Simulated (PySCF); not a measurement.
**C$_{2}$H$_{6}$AlCl, SMILES `C[Al](C)Cl`: what the electrons do**

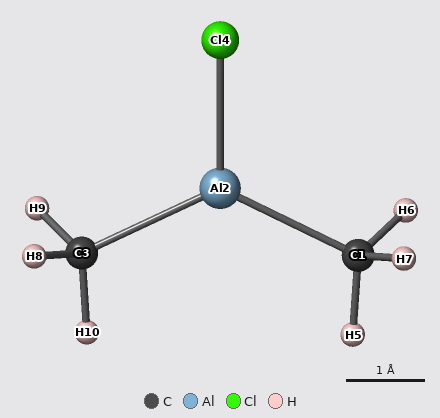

The molecule, with its atoms numbered as below. No frequency check shows the geometry to be a minimum.

Cartesian coordinates (Å):

```
C1      -1.2704    1.7737   -0.0002
Al2     -0.3604    0.0003   -0.0001
C3      -1.2649   -1.7764   -0.0005
Cl4      1.6785    0.0006    0.0004
H5      -2.3597    1.7042   -0.0019
H6      -0.9848    2.3692    0.8735
H7      -0.9722    2.3749   -0.8737
H8      -0.9770   -2.3710   -0.8740
H9      -0.9896   -2.3655    0.8732
H10     -2.3544   -1.7103    0.0007
```

Part 1: Bonding charge

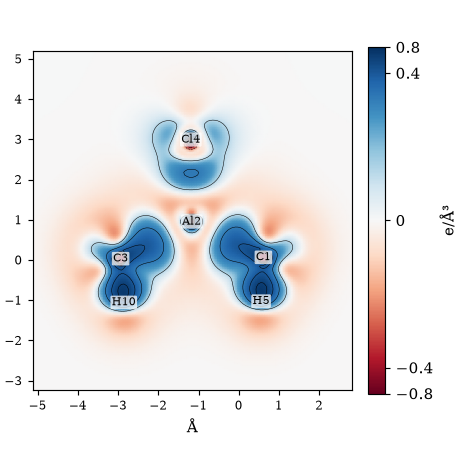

Deformation density (molecule less spherical, spin-averaged free atoms) in the plane of C1, Al2, C3, Cl4, H5 and H10; colour scale in e/Å³, logarithmic beyond ±0.1; blue: gain, red: loss.

Method: HF/def2-SVPD; geometry: GFN2-xTB; program: PySCF.

> Describe the bonding that the map shows.

C1–H5 and C3–H10: +0.62 e/Å³ at the bond critical point (bond length 1.09 Å). C1–Al2 and Al2–C3: +0.15 e/Å³ at the bond critical point (bond length 1.99 Å). Al2–Cl4: +0.05 e/Å³ at the bond critical point (bond length 2.04 Å). In all, 2.2 electrons gather in the regions of gain relative to the promolecule. A small or negative value marks a very polar bond, one between electron-rich atoms, whose free-atom densities already overlap strongly, a long bond to a heavier atom, or a closed-shell contact such as a hydrogen bond.

> Where do the Hirshfeld charges lie?

The highest Hirshfeld charge is on Al2 (+0.61 e), the lowest on C1 and C3 (−0.29 e).

```json
{"atom": "C1", "charge (e)": "−0.29"}
{"atom": "Al2", "charge (e)": "+0.61"}
{"atom": "C3", "charge (e)": "−0.29"}
{"atom": "Cl4", "charge (e)": "−0.24"}
{"atom": "H5", "charge (e)": "+0.03"}
{"atom": "H6", "charge (e)": "+0.04"}
{"atom": "H7", "charge (e)": "+0.04"}
{"atom": "H8", "charge (e)": "+0.04"}
{"atom": "H9", "charge (e)": "+0.04"}
{"atom": "H10", "charge (e)": "+0.03"}
```

Part 2: Local ionisation energy

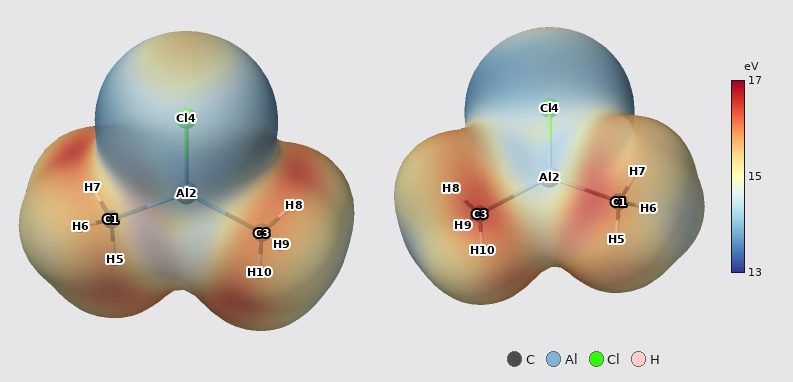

Average local ionisation energy on the surface of electron density 0.001 a.u. (back view left, front view right).

> Locate the minima of the map.

The lowest value is 13.7 eV, 2.1 Å from Cl4, and at like points elsewhere. Further minima include 14.2 eV, near H7 (1.83 Å), H6 (1.90 Å), H5 (1.95 Å) and C1 (2.01 Å), and at like points elsewhere. For comparison, the highest occupied orbital lies at −10.9 eV.

Part 3: Excited states

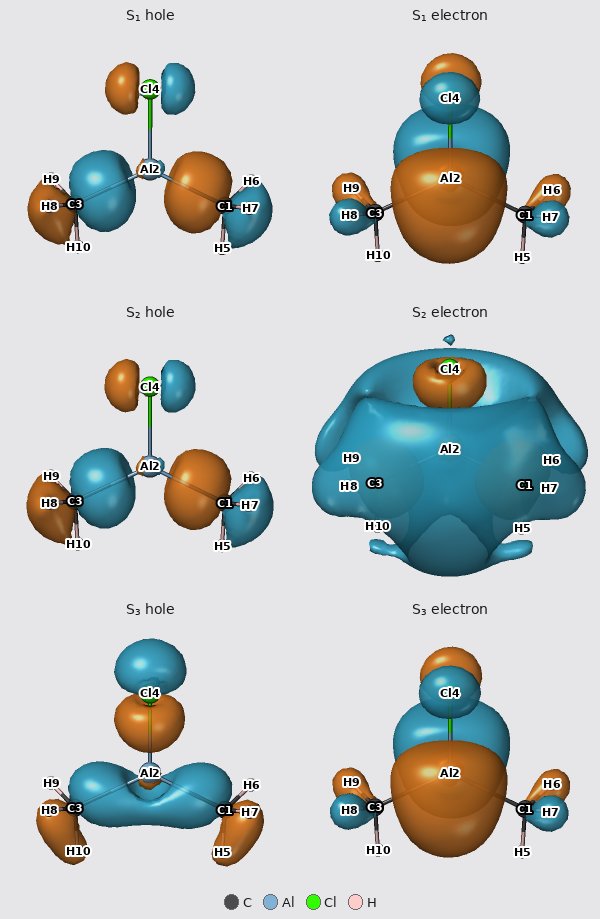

Leading natural transition orbitals (full linear response singlet states).

PySCF calculation, ωB97X/def2-SVP, gas phase; geometry: GFN2-xTB. Without diffuse functions Rydberg states are missing, so the states' numbers hold for this basis only.

> Give the energy and character of each state.

By state:
- S₁: 6.03 eV (206 nm), f = 0.000 (dark), σ → empty p orbital of Al2; the leading pair carries 100 %; hole on C1 and C3 (27 % each), Al2 (18 %) and Cl4 (12 %), electron on Al2 (68 %), Cl4 (10 %) and C1 and C3 (6 % each); their centroids lie 0.4 Å apart.
- S₂: 7.58 eV (164 nm), f = 0.311 (bright), σ → σ*; the leading pair carries 96 %; hole on C1 and C3 (27 % each), Al2 (18 %) and Cl4 (13 %), electron on Al2 (45 %), C1 and C3 (10 % each) and Cl4 (9 %); their centroids lie 0.2 Å apart; S₃ lies within 0.1 eV of it.
- S₃: 7.67 eV (162 nm), f = 0.025, σ or n → empty p orbital of Al2; the leading pair carries 99 %; hole on Cl4 (34 %), Al2 (21 %) and C1 and C3 (17 % each), electron on Al2 (67 %), Cl4 (12 %) and C1 and C3 (6 % each); their centroids lie 0.2 Å apart; S₂ lies within 0.1 eV of it.

Part 4: Removing or adding an electron

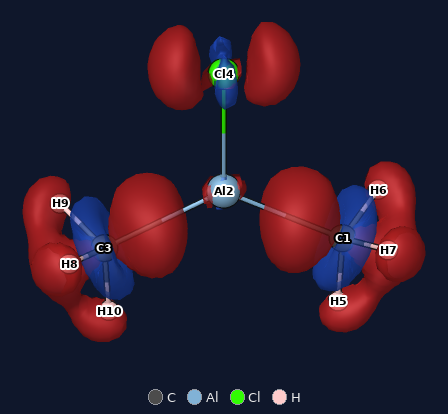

Fukui function f⁻ = ρ(N) − ρ(N−1) at fixed geometry, surfaces at ±0.03 e/Å³ (red positive, blue negative).

Computed with PySCF, B3LYP/aug-cc-pVDZ, geometry: GFN2-xTB.

> On which atoms does the density change most on removal of an electron?

f⁻ (Hirshfeld-condensed) is largest on Cl4 (0.21), C1 and C3 (0.14 each) and Al2 (0.14); the vertical ionisation energy is 9.76 eV (the stability of the cation's solution wasn't checked). Condensed values hint at sites of electrophilic attack but needn't mark the atom that reacts. Orbital relaxation makes it negative in places (0.18 e in all).

Part 5: Localised orbitals

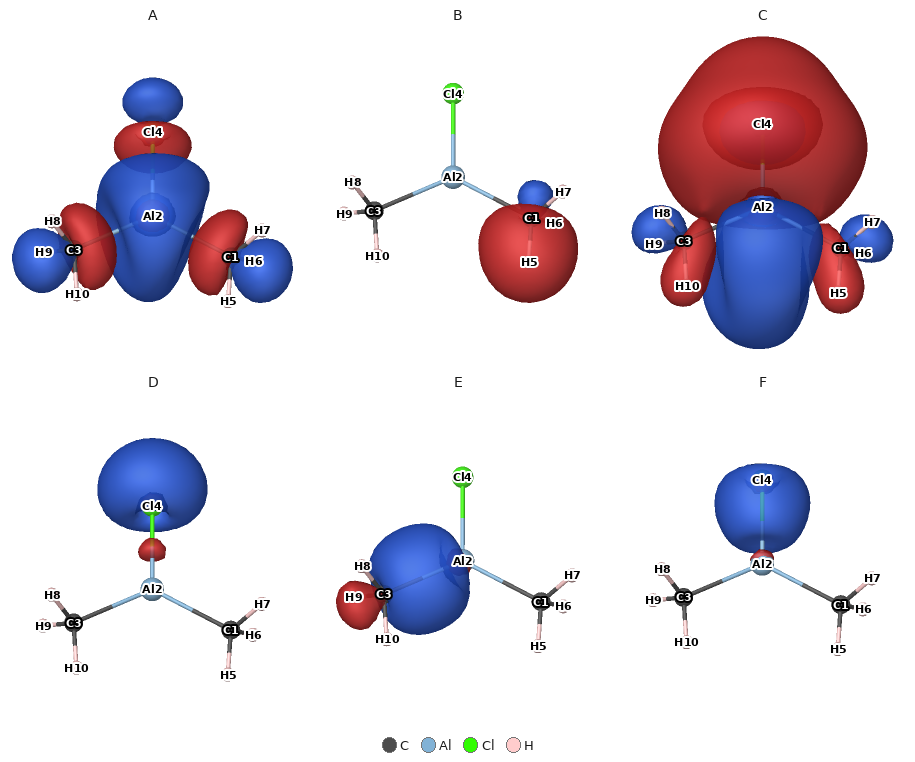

Intrinsic bond orbitals (IBO), occupied and valence-virtual; each surface holds about 85 % of the orbital's density. Energies are diagonal elements of the Fock matrix.

Computed with PySCF, BP86/6-311+G**, geometry: GFN2-xTB.

> Name the orbitals, with their atomic make-up and energies.

By panel:
- A: σ* orbital Al2–C3 (Al2 57 %, C3 19 %, C1 18 %; 1.8 eV)
- B: σ bond C1–H5 (C1 57 %, H5 42 %; −11.7 eV)
- C: σ* orbital Al2–Cl4, mostly on Al2 (Al2 80 %, Cl4 16 %; 2.9 eV)
- D: lone pair on Cl4 (sp0.8-type) (Cl4 99 %; −14.0 eV)
- E: σ bond C3–Al2 (C3 68 %, Al2 31 %; −9.0 eV)
- F: σ bond Cl4–Al2 (Cl4 79 %, Al2 21 %; −15.8 eV)

> Which has the smallest and which the largest spatial spread?

Smallest: B (0.87 Å); largest: C (2.10 Å).

> How do all the valence pairs divide up?

12 pairs: 9 σ bonds and 3 lone pairs.

Part 6: Stretching a bond

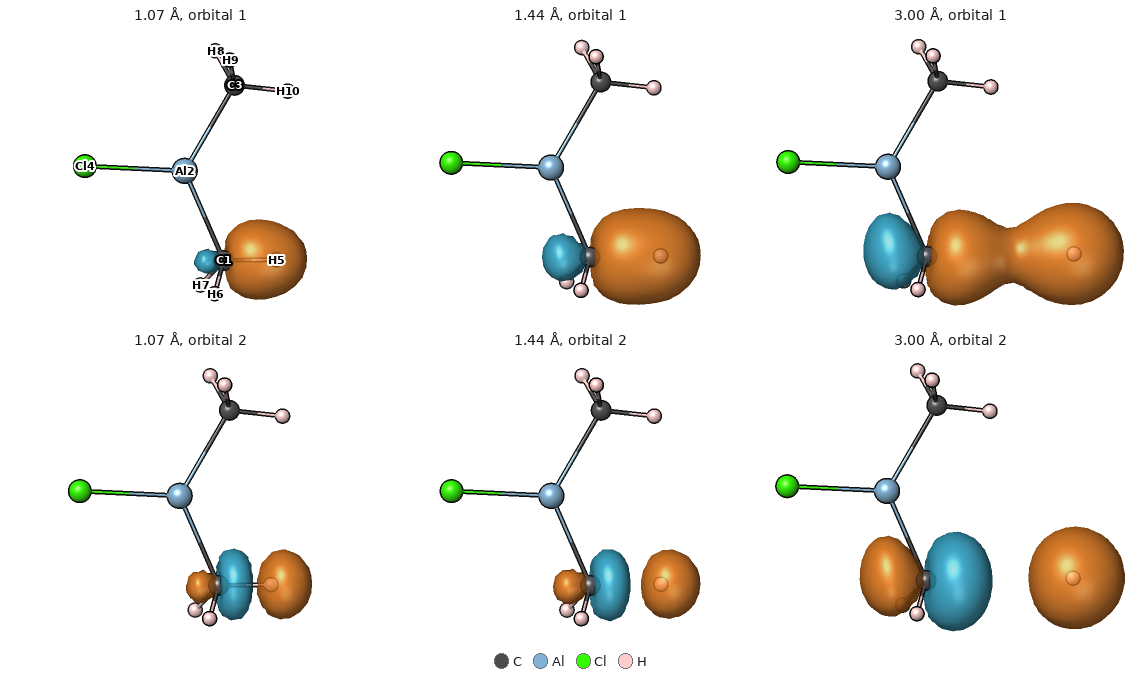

Rigid stretch of the C1–H5 bond. The two CASSCF(2,2) natural orbitals nearest half filling (orbital 1 the more occupied).

Computed with PySCF, 6-31+G* basis, geometry: GFN2-xTB.

> How do the occupations change along the stretch?

1.07 Å: 1.98 and 0.02; 1.44 Å: 1.95 and 0.05; 3.00 Å: 1.31 and 0.69. At the longest distance computed (3.00 Å) they are 1.31 and 0.69, and the effective number of unpaired electrons is 1.6.

> Where does the UHF solution part from RHF?

Between 1.66 Å (⟨S²⟩ = 0, the two coincide) and 1.93 Å (⟨S²⟩ = 0.56); at 3.00 Å ⟨S²⟩ is 0.99 and UHF lies 3.1 eV below RHF.

> How much energy does the stretch cost?

By CASSCF, 4.2 eV from the lowest point of the scan (1.07 Å) to 3.00 Å; RHF gives 7.0 eV from its own lowest point. The fragments aren't relaxed and dynamic correlation is missing, so this isn't a bond dissociation energy.

The PySCF runs shown took 2.4 s, 4.3 min, 70 s, 14 s and 2.7 min on 1 thread of Intel(R) Xeon(R) Platinum 8488C (Sapphire Rapids), on a shared host.
